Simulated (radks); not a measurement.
System: the Sn³⁺ ion, configuration [Kr] 4d10 5s1 (high spin). Level of theory: scalar-relativistic Kohn-Sham, r2SCAN, spin-polarised, spherical densities, finite nucleus. Computed with the in-house radial solver radks.

Wanted: the number of electrons inside radius r (solid) and the radial density 4πr²ρ (dashed).

The count levels off at 47 electrons. Half of them lie within 0.375 bohr, 90 % within 1.26 bohr and 99 % within 2.35 bohr. The radial density has minima at 0.0399, 0.173 and 0.569 bohr, where the count stands at 2.0, 11.2 and 28.9; these part the shells that the density resolves.

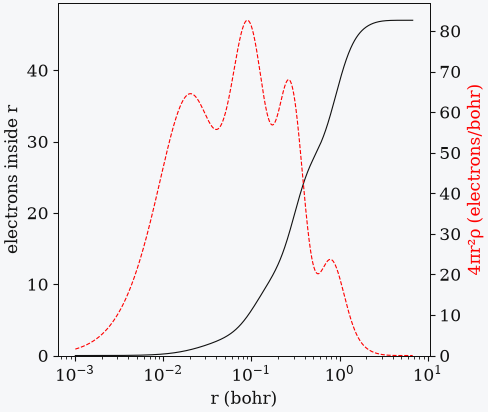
